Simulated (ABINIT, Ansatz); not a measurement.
# Titanium (P6_3/mmc): phonons by linear response

Aim: the phonon dispersion of Titanium (P6_3/mmc), checked by a second program.

Main program and level: ABINIT 10.8.3; DFT PBEsol, scalar-relativistic, plane waves, PseudoDojo norm-conserving pseudopotentials.

### 1. The structure

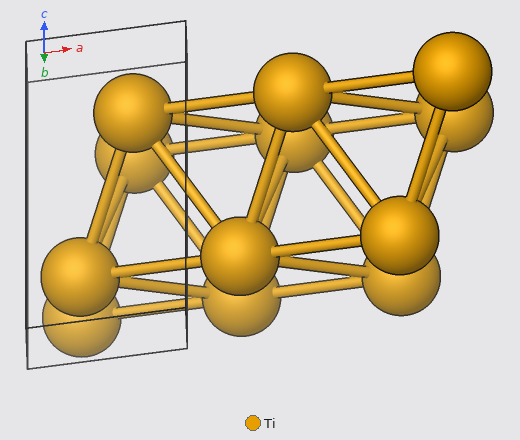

The starting structure, seen from a free direction (titanium orange). 3×2×1 cells are drawn.

Structure file:

```cif
data_structure
_symmetry_space_group_name_H-M 'P6_3/mmc'
_symmetry_Int_Tables_number 194
_cell_length_a 2.9500
_cell_length_b 2.9500
_cell_length_c 4.6800
_cell_angle_alpha 90.000
_cell_angle_beta 90.000
_cell_angle_gamma 120.000
_cell_volume 35.27
loop_
_atom_site_label
_atom_site_type_symbol
_atom_site_symmetry_multiplicity
_atom_site_Wyckoff_symbol
_atom_site_fract_x
_atom_site_fract_y
_atom_site_fract_z
_atom_site_occupancy
Ti1 Ti 2 c 0.33333 0.66667 0.25000 1
```

### 2. A probe with smearing

A first run with smearing and empty bands tells whether the crystal has a gap, which decides between fixed occupations and smearing later on.

Input file probe.abi:

```
# ground state
tolvrs 1.0d-08
prtden 1
prtwf 1

# basis, mesh and filling
ecut 38.0
ngkpt 9 9 4
nshiftk 1
shiftk 0.0 0.0 0.0
istwfk *1
occopt 7
tsmear 0.005
nband 19
nstep 100
diemac 9.0
prtebands 0
prtgsr 0

# cell and atoms
acell 5.574692068 5.574692068 8.843918263
rprim 
    1.0 0.0 0.0
    -0.5 0.8660254038 0.0
    0.0 0.0 1.0
ntypat 1
znucl 22
natom 2
typat 1 1
xred 
    1/3 2/3 0.25
    2/3 1/3 0.75
pp_dirpath "./pseudo"
pseudos "Ti.upf"
```

Command:

```sh
OMP_NUM_THREADS=1 mpirun -n 16 abinit probe.abi > probe.log
```

Numbers of over 12 decimals in the logs are rounded to 6 here.

probe.abo, the main output file:

```text
[banners, grids, parts of the stress and lines that vanish by symmetry left out]
- input  file    -> probe.abi
- output file    -> probe.abo
- root for input  files -> probei
[...]
Symmetries : space group P6_3/m m c (#194); Bravais hP (primitive hexag.)
[...]
mpw =        2689          nfft =       51200          nkpt =          36
[...]
== DATASET  1 ==================================================================
[...]
-    --> not optimal distribution: autoparal keyword recommended in input file <--
[...]
cutoff_energies: {ecut:  38.0, pawecutdg:  -1.0, }
[...]
ETOT  1  -118.48885991102    -1.185E+02 2.111E-01 9.073E+01
 ETOT  2  -118.57249341149    -8.363E-02 7.949E-02 9.003E+01
 ETOT  3  -118.60072307750    -2.823E-02 1.123E-02 3.035E-01
 ETOT  4  -118.60092975663    -2.067E-04 1.078E-02 4.756E-03
 ETOT  5  -118.60093790787    -8.151E-06 5.842E-03 2.000E-04
[...]
ETOT  9  -118.60093859281    -1.617E-09 9.027E-04 1.378E-08
 ETOT 10  -118.60093859309    -2.752E-10 1.241E-03 1.652E-11
 At SCF step   10       vres2   =  1.65E-11 < tolvrs=  1.00E-08 =>converged.
[...]
sigma(1 1)=  1.90837889E-04  sigma(3 2)=  0.00000000E+00
  sigma(2 2)=  1.90837889E-04  sigma(3 1)=  0.00000000E+00
  sigma(3 3)=  2.30414163E-04  sigma(2 1)=  0.00000000E+00
[...]
convergence: {deltae: -2.752E-10, res2:  1.652E-11, residm:  1.241E-03, diffor: null, }
etotal    :  -1.18600939E+02
[...]
sigma(1 1)=  1.90837889E-04  sigma(3 2)=  0.00000000E+00
  sigma(2 2)=  1.90837889E-04  sigma(3 1)=  0.00000000E+00
  sigma(3 3)=  2.30414163E-04  sigma(2 1)=  0.00000000E+00
[...]
- sigma(1 1)=  5.61464455E+00  sigma(3 2)=  0.00000000E+00
- sigma(2 2)=  5.61464453E+00  sigma(3 1)=  0.00000000E+00
- sigma(3 3)=  6.77901871E+00  sigma(2 1)=  0.00000000E+00
[...]
fcart      1.2075309229E-29 -7.6688513373E-29 -8.5481534129E-32
           strten      1.9083788928E-04  1.9083788883E-04  2.3041416252E-04
================================================================================

[key lines of the parts left out:]
pressure_GPa:  -6.0028E+00
```

Run time: 5.9 s. Hardware: 16 MPI ranks of Arm Neoverse V1, shared host.

This step gave:

* volume per atom: 17.64 Å³
* pressure: -6.003 GPa
* gap on the k-mesh: 0 eV

No gap opens on this mesh, so smearing is kept; the printed pressure holds the stress of the finite basis too.

### 3. Relaxing the cell and atoms

The harmonic expansion needs vanishing forces, and a free crystal bears no stress, so cell and atoms are brought to rest. Stress is more sensitive to the basis than forces are: the last 3 Ha under the cutoff are smoothed with ecutsm, and the cutoff is raised above that of the later runs.

Input file relax.abi:

```
# relaxation
ionmov 2
optcell 2
dilatmx 1.08
ntime 40
tolmxf 1.0d-05
tolvrs 1.0d-14
prtwf 0
prtden 0
chksymtnons 0

# basis, mesh and filling
ecut 47.0
ecutsm 3.0
ngkpt 12 12 6
nshiftk 1
shiftk 0.0 0.0 0.0
istwfk *1
occopt 7
tsmear 0.01
nband 19
nstep 100
diemac 1000000.0
prtebands 0
prtgsr 0

# cell and atoms
acell 5.574692068 5.574692068 8.843918263
rprim 
    1.0 0.0 0.0
    -0.5 0.8660254038 0.0
    0.0 0.0 1.0
ntypat 1
znucl 22
natom 2
typat 1 1
xred 
    1/3 2/3 0.25
    2/3 1/3 0.75
pp_dirpath "./pseudo"
pseudos "Ti.upf"
```

Command:

```sh
OMP_NUM_THREADS=1 mpirun -n 16 abinit relax.abi > relax.log
```

relax.abo, the main output file:

```text
[banners, grids, parts of the stress and lines that vanish by symmetry left out]
- input  file    -> relax.abi
- output file    -> relax.abo
- root for input  files -> relaxi
[...]
Symmetries : space group P6_3/m m c (#194); Bravais hP (primitive hexag.)
[...]
mpw =        4661          nfft =       96000          nkpt =          76
[...]
== DATASET  1 ==================================================================
[...]
cutoff_energies: {ecut:  47.0, pawecutdg:  -1.0, }
[...]
ETOT  1  -118.47694740478    -1.185E+02 2.686E-01 1.746E+02
 ETOT  2  -118.57573128098    -9.878E-02 1.003E-01 1.543E+02
 ETOT  3  -118.60165058186    -2.592E-02 3.282E-02 6.341E-01
 ETOT  4  -118.60187560939    -2.250E-04 1.709E-02 1.867E-02
 ETOT  5  -118.60188553382    -9.924E-06 6.754E-03 1.068E-04
[...]
At SCF step   20       vres2   =  8.74E-15 < tolvrs=  1.00E-14 =>converged.
[...]
sigma(1 1)=  1.83805439E-04  sigma(3 2)=  0.00000000E+00
  sigma(2 2)=  1.83805439E-04  sigma(3 1)=  0.00000000E+00
  sigma(3 3)=  1.95596914E-04  sigma(2 1)=  0.00000000E+00
[...]
convergence: {deltae: -3.340E-12, res2:  8.737E-15, residm:  1.977E-04, diffor: null, }
etotal    :  -1.18601886E+02
[...]
ETOT  1  -118.59324515056    -1.186E+02 3.996E+03 6.047E+01
[...]
At SCF step   16       vres2   =  8.71E-15 < tolvrs=  1.00E-14 =>converged.
[...]
sigma(1 1)=  1.26059924E-04  sigma(3 2)=  0.00000000E+00
  sigma(2 2)=  1.26059924E-04  sigma(3 1)=  0.00000000E+00
  sigma(3 3)=  1.35699175E-04  sigma(2 1)=  0.00000000E+00
[...]
convergence: {deltae:  1.890E-12, res2:  8.713E-15, residm:  3.601E-03, diffor: null, }
etotal    :  -1.18602522E+02
[...]
ETOT  1  -118.56360758811    -1.186E+02 1.123E+02 2.599E+02
[...]
At SCF step   14       vres2   =  7.87E-15 < tolvrs=  1.00E-14 =>converged.
[...]
sigma(1 1)= -8.35719086E-06  sigma(3 2)=  0.00000000E+00
  sigma(2 2)= -8.35719135E-06  sigma(3 1)=  0.00000000E+00
  sigma(3 3)= -4.61651693E-06  sigma(2 1)=  0.00000000E+00
[...]
convergence: {deltae:  4.178E-12, res2:  7.865E-15, residm:  2.012E-05, diffor: null, }
etotal    :  -1.18603042E+02
[...]
ETOT  1  -118.60295013135    -1.186E+02 1.420E-05 6.364E-01
[...]
At SCF step   13       vres2   =  8.76E-15 < tolvrs=  1.00E-14 =>converged.
[...]
sigma(1 1)= -1.03720373E-06  sigma(3 2)=  0.00000000E+00
  sigma(2 2)= -1.03720422E-06  sigma(3 1)=  0.00000000E+00
  sigma(3 3)=  2.58148917E-06  sigma(2 1)=  0.00000000E+00
[...]
convergence: {deltae: -1.279E-12, res2:  8.760E-15, residm:  3.167E-06, diffor: null, }
etotal    :  -1.18603043E+02
[...]
ETOT  1  -118.60304346911    -1.186E+02 2.816E-06 3.393E-04
[...]
At SCF step    8       vres2   =  2.52E-15 < tolvrs=  1.00E-14 =>converged.
[...]
sigma(1 1)= -9.83704159E-07  sigma(3 2)=  0.00000000E+00
  sigma(2 2)= -9.83704657E-07  sigma(3 1)=  0.00000000E+00
  sigma(3 3)=  2.22566968E-06  sigma(2 1)=  0.00000000E+00
[...]
convergence: {deltae: -1.819E-12, res2:  2.515E-15, residm:  2.012E-06, diffor: null, }
etotal    :  -1.18603044E+02
[...]
ETOT  1  -118.60304081489    -1.186E+02 1.173E-04 1.545E-02
[...]
ETOT 11  -118.60304373328     9.663E-13 3.499E-06 5.013E-14
 ETOT 12  -118.60304373328    -9.379E-13 1.177E-06 1.540E-16
 At SCF step   12       vres2   =  1.54E-16 < tolvrs=  1.00E-14 =>converged.
[...]
sigma(1 1)= -2.40964977E-08  sigma(3 2)=  0.00000000E+00
  sigma(2 2)= -2.40969957E-08  sigma(3 1)=  0.00000000E+00
  sigma(3 3)= -1.96998396E-08  sigma(2 1)=  0.00000000E+00
[...]
convergence: {deltae: -9.379E-13, res2:  1.540E-16, residm:  1.177E-06, diffor: null, }
etotal    :  -1.18603044E+02
[...]
At Broyd/MD step   6, gradients are converged :
[...]
sigma(1 1)= -2.40964977E-08  sigma(3 2)=  0.00000000E+00
  sigma(2 2)= -2.40969957E-08  sigma(3 1)=  0.00000000E+00
  sigma(3 3)= -1.96998396E-08  sigma(2 1)=  0.00000000E+00
[...]
- sigma(1 1)= -7.08943439E-04  sigma(3 2)=  0.00000000E+00
- sigma(2 2)= -7.08958090E-04  sigma(3 1)=  0.00000000E+00
- sigma(3 3)= -5.79589292E-04  sigma(2 1)=  0.00000000E+00
[...]
fcart     -7.3638774944E-29  1.4171788845E-29 -9.0865660540E-32
           strten     -2.4096497709E-08 -2.4096995692E-08 -1.9699839642E-08
================================================================================

[key lines of the parts left out:]
pressure_GPa:   6.6583E-04
Total energy (etotal) [Ha]= -1.18603043733282E+02
```

The job ended after 2 min (16 MPI ranks; 32 min of CPU time).

The steps of the relaxation:

| step | energy less that of the first step (eV) | largest force (eV/Å) | volume (Å³) |
| --- | --- | --- | --- |
| 1 | 0.0000 | 0.0000 | 35.27 |
| 2 | -0.0173 | 0.0000 | 34.68 |
| 3 | -0.0314 | 0.0000 | 33.46 |
| 4 | -0.0315 | 0.0000 | 33.52 |
| 5 | -0.0315 | 0.0000 | 33.52 |
| 6 | -0.0315 | 0.0000 | 33.52 |

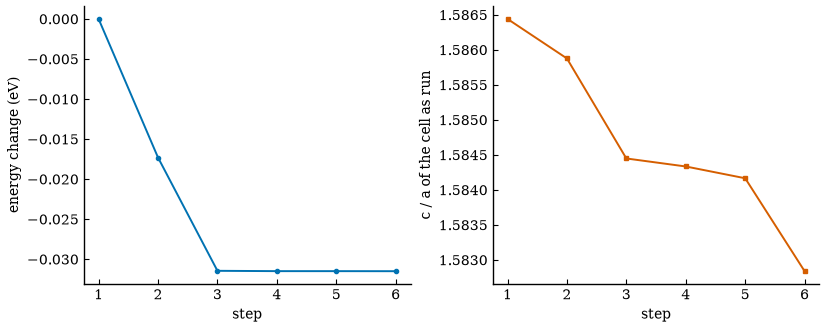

Energy and cell shape along the relaxation.

| conventional cell, symmetrised | before | after | change |
| --- | --- | --- | --- |
| a (Å) | 2.950 | 2.902 | -1.6 % |
| b (Å) | 2.950 | 2.902 | -1.6 % |
| c (Å) | 4.680 | 4.594 | -1.8 % |
| volume (Å³/atom) | 17.64 | 16.76 | -5.0 % |

Final coordinates:

```cif
data_structure
_symmetry_space_group_name_H-M 'P 1'
_symmetry_Int_Tables_number 1
_cell_length_a 2.9025
_cell_length_b 2.9025
_cell_length_c 4.5941
_cell_angle_alpha 90.000
_cell_angle_beta 90.000
_cell_angle_gamma 120.000
_cell_volume 33.52
loop_
_atom_site_label
_atom_site_type_symbol
_atom_site_fract_x
_atom_site_fract_y
_atom_site_fract_z
_atom_site_occupancy
Ti1 Ti 0.33333 0.66667 0.25000 1
Ti2 Ti 0.66667 0.33333 0.75000 1
```

Read from the output:

- volume per atom: 16.76 Å³
- pressure: 6.66e-4 GPa

The volume changes by -5.0 % in this run and stands -5.0 % from the first cell.

### 4. Ground state

First-order wavefunctions inherit every error of the ground state, hence the very tight tolvrs. Smearing stays on, as the first look found no gap above 0.3 eV.

Input file gs.abi:

```
# ground state
tolvrs 1.0d-16
prtden 1
prtwf 1

# basis, mesh and filling
ecut 38.0
ngkpt 12 12 6
nshiftk 1
shiftk 0.0 0.0 0.0
istwfk *1
occopt 7
tsmear 0.01
nband 19
nstep 100
diemac 1000000.0
prtebands 0
prtgsr 0

# cell and atoms
acell 5.48483844 5.48483844 8.681617462
rprim 
    1.0 0.0 0.0
    -0.5 0.8660254038 0.0
    0.0 0.0 1.0
ntypat 1
znucl 22
natom 2
typat 1 1
xred 
    1/3 2/3 0.25
    2/3 1/3 0.75
pp_dirpath "./pseudo"
pseudos "Ti.upf"
```

Command:

```sh
OMP_NUM_THREADS=1 mpirun -n 16 abinit gs.abi > gs.log
```

gs.abo, the main output file:

```text
[banners, grids, parts of the stress and lines that vanish by symmetry left out]
- input  file    -> gs.abi
- output file    -> gs.abo
- root for input  files -> gsi
[...]
Symmetries : space group P6_3/m m c (#194); Bravais hP (primitive hexag.)
[...]
mpw =        2568          nfft =       51200          nkpt =          76
[...]
== DATASET  1 ==================================================================
[...]
cutoff_energies: {ecut:  38.0, pawecutdg:  -1.0, }
[...]
ETOT  1  -118.49166335366    -1.185E+02 2.706E-01 8.675E+01
 ETOT  2  -118.58131542834    -8.965E-02 5.941E-02 7.050E+01
 ETOT  3  -118.60278040254    -2.146E-02 2.094E-02 2.435E-01
 ETOT  4  -118.60294899761    -1.686E-04 1.010E-02 2.199E-03
 ETOT  5  -118.60295445891    -5.461E-06 9.409E-03 7.287E-05
[...]
ETOT 16  -118.60295485998    -2.473E-12 7.594E-04 2.412E-15
 ETOT 17  -118.60295485998     0.000E+00 2.368E-04 1.599E-17
 At SCF step   17       vres2   =  1.60E-17 < tolvrs=  1.00E-16 =>converged.
[...]
sigma(1 1)=  6.61736704E-06  sigma(3 2)=  0.00000000E+00
  sigma(2 2)=  6.61736655E-06  sigma(3 1)=  0.00000000E+00
  sigma(3 3)=  6.46955850E-06  sigma(2 1)=  0.00000000E+00
[...]
convergence: {deltae:  0.000E+00, res2:  1.599E-17, residm:  2.368E-04, diffor: null, }
etotal    :  -1.18602955E+02
[...]
sigma(1 1)=  6.61736704E-06  sigma(3 2)=  0.00000000E+00
  sigma(2 2)=  6.61736655E-06  sigma(3 1)=  0.00000000E+00
  sigma(3 3)=  6.46955850E-06  sigma(2 1)=  0.00000000E+00
[...]
- sigma(1 1)=  1.94689660E-01  sigma(3 2)=  0.00000000E+00
- sigma(2 2)=  1.94689645E-01  sigma(3 1)=  0.00000000E+00
- sigma(3 3)=  1.90340982E-01  sigma(2 1)=  0.00000000E+00
[...]
fcart      0.0000000000E+00 -5.6687155379E-29 -9.0865660538E-32
           strten      6.6173670443E-06  6.6173665461E-06  6.4695584972E-06
================================================================================

[key lines of the parts left out:]
pressure_GPa:  -1.9324E-01
```

It took 12 s on 16 MPI ranks.

Numbers from this step:

* pressure: -0.1932 GPa

The cell stands at -0.19 GPa: the relaxation ran with a smoothed and higher cutoff, and the difference is a stress of the finite basis.

(Continued in part 2 of 4.)

[Host names and launcher messages were left out of these logs when they were recorded.]

[Logs are printed without paths, hosts, clocks, repeated set-up lines and the standing remarks that a program may print on its own settings, such as how far it seeks lower states.]

[Hosts, paths, dates, database ids (printed as entryN), source tags and the programs' standing remarks are cut or masked in the printed files.]
